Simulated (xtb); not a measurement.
# Frequency calculation of C$_{2}$H$_{7}$NZn (part 1 of 2)

The run: frequency calculation of C$_{2}$H$_{7}$NZn. Method and program: GFN2-xTB (xtb 6.7.1).

The geometry was optimised with GFN2-xTB.

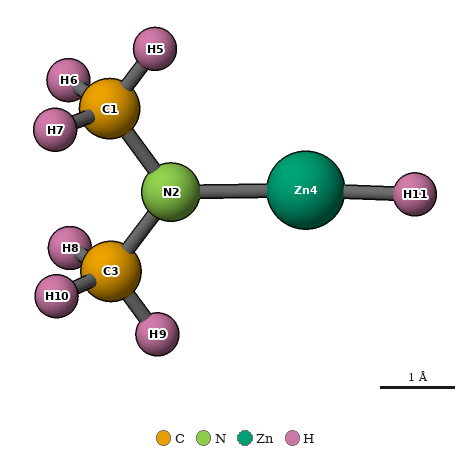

*The structure as given in the input (ball-and-stick view, seen at a tilt; atoms are numbered from 1 in the order of the input). Sticks mark near contacts.*

Bond lengths as drawn: C–H 1.09 to 1.10 Å, C–N 1.45 Å, H–Zn 1.49 Å and N–Zn 1.83 Å.

## Input (struc.xyz)
```
11
C2H7NZn
C     -0.30652     1.16730    -0.52274
N     -0.12093    -0.20506    -0.10612
C      0.98605    -0.30645     0.81885
Zn    -1.27628    -1.56418    -0.49307
H     -1.14150     1.24089    -1.22126
H     -0.51090     1.82743     0.33418
H      0.59633     1.54604    -1.02330
H      0.82168     0.30808     1.71730
H      1.12455    -1.34272     1.13077
H      1.91762     0.03954     0.34806
H     -2.09008    -2.71087    -0.98269
```

## File .CHRG
```
0
```

## File .UHF
```
0
```

## File xcontrol
```
$hess
   sccacc=0.3
$end
```

Machine: 1 thread of Intel Xeon @ 2.70GHz, 189 GiB of memory available, shared host.

Launch command:
```bash
xtb struc.xyz --input xcontrol --hess | tee struc.out
```

## Output
```
* xtb version 6.7.1
   ID    Z sym.   atoms
    1    6 C      1, 3
    2    7 N      2
    3   30 Zn     4
    4    1 H      5-11

           -------------------------------------------------
          |                Calculation Setup                |
           -------------------------------------------------

          program call               : xtb struc.xyz --input xcontrol --hess
          coordinate file            : struc.xyz
          omp threads                :                     1

           -------------------------------------------------
          |                 G F N 2 - x T B                 |
           -------------------------------------------------

      * Hamiltonian:
        H0-scaling (s, p, d)           1.850000    2.230000    2.230000
        zeta-weighting                 0.500000
      * Dispersion:
        s8                             2.700000
        a1                             0.520000
        a2                             5.000000
        s9                             5.000000
      * Repulsion:
        kExp                           1.500000    1.000000
        rExp                           1.000000
      * Coulomb:
        alpha                          2.000000
        third order                    shell-resolved
        anisotropic                    true
        a3                             3.000000
        a5                             4.000000
        cn-shift                       1.200000
        cn-exp                         4.000000
        max-rad                        5.000000

          ...................................................
          :                      SETUP                      :
          :.................................................:
          :  # basis functions                  23          :
          :  # atomic orbitals                  23          :
          :  # shells                           15          :
          :  # electrons                        22          :
          :  max. iterations                   250          :
          :  Hamiltonian                  GFN2-xTB          :
          :  restarted?                      false          :
          :  GBSA solvation                  false          :
          :  PC potential                    false          :
          :  electronic temp.          300.0000000     K    :
          :  accuracy                    1.0000000          :
          :  -> integral cutoff          0.2500000E+02      :
          :  -> integral neglect         0.1000000E-07      :
          :  -> SCF convergence          0.1000000E-05 Eh   :
          :  -> wf. convergence          0.1000000E-03 e    :
          :  Broyden damping             0.4000000          :
          :  net charge                          0          :
          :  unpaired electrons                  0          :
          ...................................................

 iter      E             dE          RMSdq      gap      omega  full diag
   1    -11.3338890 -0.113339E+02  0.112E+01    3.65       0.0  T
   2    -11.3935505 -0.596615E-01  0.593E+00    5.26       1.0  T
   3    -11.3671833  0.263672E-01  0.301E+00    3.36       1.0  T
   4    -11.4170722 -0.498889E-01  0.793E-01    4.46       1.0  T
   5    -11.4200551 -0.298293E-02  0.184E-01    4.17       1.0  T
   6    -11.4200964 -0.413141E-04  0.474E-02    4.13       1.0  T
   7    -11.4200996 -0.319708E-05  0.159E-02    4.13       1.9  T
   8    -11.4200998 -0.218021E-06  0.706E-03    4.13       4.3  T
   9    -11.4201000 -0.183627E-06  0.199E-03    4.13      15.1  T
  10    -11.4201000 -0.168236E-08  0.997E-04    4.13      30.3  T
  11    -11.4201000 -0.208132E-08  0.122E-04    4.13     247.0  T

   *** convergence criteria satisfied after 11 iterations ***

         #    Occupation            Energy/Eh            Energy/eV
      -------------------------------------------------------------
         1        2.0000           -0.6117181             -16.6457
       ...           ...                  ...                  ...
         5        2.0000           -0.4936082             -13.4318
         6        2.0000           -0.4889484             -13.3050
         7        2.0000           -0.4781305             -13.0106
         8        2.0000           -0.4561690             -12.4130
         9        2.0000           -0.4423637             -12.0373
        10        2.0000           -0.3990763             -10.8594
        11        2.0000           -0.3197258              -8.7002 (HOMO)
        12                         -0.1678689              -4.5679 (LUMO)
        13                         -0.0972816              -2.6472
        14                         -0.0871383              -2.3712
        15                          0.1006950               2.7400
        16                          0.1443066               3.9268
       ...                                ...                  ...
        23                          0.7780752              21.1725
      -------------------------------------------------------------
                  HL-Gap            0.1518569 Eh            4.1322 eV
             Fermi-level           -0.2437974 Eh           -6.6341 eV

 SCC (total)                   0 d,  0 h,  0 min,  0.005 sec
 SCC setup                      ...        0 min,  0.000 sec (  1.785%)
 Dispersion                     ...        0 min,  0.000 sec (  1.024%)
 classical contributions        ...        0 min,  0.000 sec (  0.353%)
 integral evaluation            ...        0 min,  0.001 sec ( 11.143%)
 iterations                     ...        0 min,  0.003 sec ( 57.582%)
 molecular gradient             ...        0 min,  0.001 sec ( 24.975%)
 printout                       ...        0 min,  0.000 sec (  2.981%)

         :::::::::::::::::::::::::::::::::::::::::::::::::::::
         ::                     SUMMARY                     ::
         :::::::::::::::::::::::::::::::::::::::::::::::::::::
         :: total energy             -11.291753986119 Eh    ::
         :: gradient norm              0.000018801129 Eh/a0 ::
         :: HOMO-LUMO gap              4.132237131668 eV    ::
         ::.................................................::
         :: SCC energy               -11.420094644892 Eh    ::
         :: -> isotropic ES            0.047963532516 Eh    ::
         :: -> anisotropic ES          0.007527078056 Eh    ::
         :: -> anisotropic XC          0.009739350249 Eh    ::
         :: -> dispersion             -0.005518048066 Eh    ::
         :: repulsion energy           0.128340658773 Eh    ::
         :: add. restraining           0.000000000000 Eh    ::
         :: total charge               0.000000000000 e     ::
         :::::::::::::::::::::::::::::::::::::::::::::::::::::

           -------------------------------------------------
          |                Numerical Hessian                |
           -------------------------------------------------
step length          :   0.00500
SCC accuracy         :   0.30000
Hessian scale factor :   1.00000
frozen atoms in %    :   0.00000    0
RMS gradient         :   0.00002
estimated CPU  time      0.00 min

writing file <hessian>.

 projected vibrational frequencies (cm⁻¹)
eigval :       -0.00    -0.00     0.00     0.00     0.00     0.00
eigval :       54.04    54.29   232.32   250.94   286.48   288.16
eigval :      295.86   485.10   985.86  1060.95  1103.69  1131.67
eigval :     1174.28  1237.03  1418.60  1428.63  1474.77  1481.45
eigval :     1509.78  1514.65  1721.67  2828.05  2828.83  2869.08
eigval :     2879.74  2967.45  2970.06
           -------------------------------------------------
          |                Property Printout                |
           -------------------------------------------------

    * Orbital Energies and Occupations

         #    Occupation            Energy/Eh            Energy/eV
      -------------------------------------------------------------
         1        2.0000           -0.6117174             -16.6457
         2        2.0000           -0.5897793             -16.0487
         3        2.0000           -0.5481367             -14.9156
         4        2.0000           -0.5179135             -14.0931
         5        2.0000           -0.4936076             -13.4317
         6        2.0000           -0.4889477             -13.3049
         7        2.0000           -0.4781304             -13.0106
         8        2.0000           -0.4561684             -12.4130
         9        2.0000           -0.4423630             -12.0373
        10        2.0000           -0.3990760             -10.8594
        11        2.0000           -0.3197251              -8.7002 (HOMO)
        12                         -0.1678690              -4.5679 (LUMO)
        13                         -0.0972818              -2.6472
        14                         -0.0871387              -2.3712
        15                          0.1006956               2.7401
        16                          0.1443074               3.9268
        17                          0.1477153               4.0195
        18                          0.2113282               5.7505
        19                          0.2129668               5.7951
        20                          0.2149813               5.8499
        21                          0.2275371               6.1916
        22                          0.2858312               7.7779
        23                          0.7780748              21.1725
      -------------------------------------------------------------
                  HL-Gap            0.1518561 Eh            4.1322 eV
             Fermi-level           -0.2437970 Eh           -6.6341 eV

     #   Z          covCN         q      C6AA      α(0)
     1   6 C        3.724    -0.015    20.949     6.536
     2   7 N        2.601    -0.285    27.370     7.770
     3   6 C        3.724    -0.015    20.952     6.536
     4  30 Zn       1.721     0.252   122.196    21.594
     5   1 H        0.924     0.023     2.683     2.561
     6   1 H        0.923     0.016     2.800     2.617
     7   1 H        0.923     0.021     2.722     2.580
     8   1 H        0.923     0.016     2.801     2.617
     9   1 H        0.924     0.023     2.682     2.561
    10   1 H        0.923     0.021     2.723     2.581
    11   1 H        0.890    -0.057     4.271     3.234

 Mol. C6AA /au·bohr⁶  :       1381.172450
 Mol. C8AA /au·bohr⁸  :      44652.373761
 Mol. α(0) /au        :         61.187151

Wiberg/Mayer (AO) data.
largest (>0.10) Wiberg bond orders for each atom

 ---------------------------------------------------------------------------
     #   Z sym  total        # sym  WBO       # sym  WBO       # sym  WBO
```
